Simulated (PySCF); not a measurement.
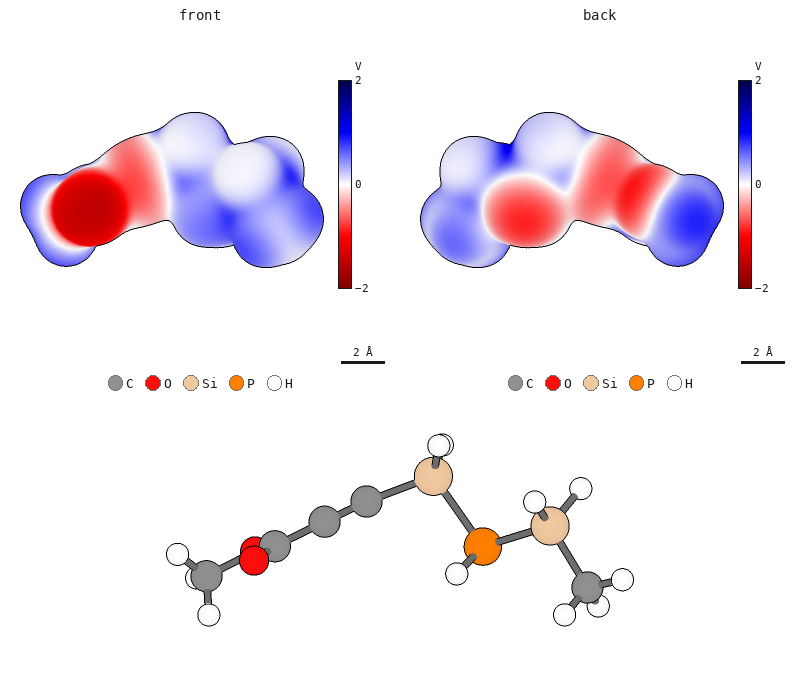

Figure 1: C5H11O2PSi2 (SMILES COC(=O)C#C[SiH2]P[SiH2]C). The electrostatic potential painted on the density surface at 0.001 e/bohr³, seen from the front and from behind; red is negative and blue positive. The bare structure is drawn below in the same view.

Geometry: GFN2-xTB.

These are results of PBE0/pcSseg-1, SCF density, gas phase, non-relativistic in PySCF, not measurements.

```xyz
21

C    -5.3512   -0.6223   -1.0792
O    -4.1740   -0.0002   -0.5904
C    -3.3635   -0.7796    0.1380
O    -3.5796   -1.9351    0.4008
C    -2.1898   -0.0540    0.5560
C    -1.1838    0.5015    0.9289
Si    0.4325    1.2959    1.3652
P     1.7805    0.7940   -0.3464
Si    3.7587    0.5043    0.6673
C     4.9112   -0.3428   -0.5795
H    -5.9715   -0.9701   -0.2503
H    -5.8760    0.1336   -1.6576
H    -5.0955   -1.4776   -1.7086
H     0.8305    0.7677    2.6751
H     0.2667    2.7496    1.3994
H     1.4505   -0.5472   -0.3789
H     4.2383    1.8447    1.0202
H     3.6642   -0.2975    1.8961
H     4.5553   -1.3377   -0.8341
H     4.9713    0.2300   -1.5010
H     5.9162   -0.4404   -0.1807
```

> Describe the electrostatic potential map.

The most negative region (about −1.5 V, or −35 kcal/mol for a unit charge) lies over O4, the most positive (about +1.1 V, or +25 kcal/mol for a unit charge) over Si7 and Si9. O4 is the likeliest acceptor of a hydrogen bond.

> How polar is the molecule by this calculation?

Its dipole moment is 1.18 D.
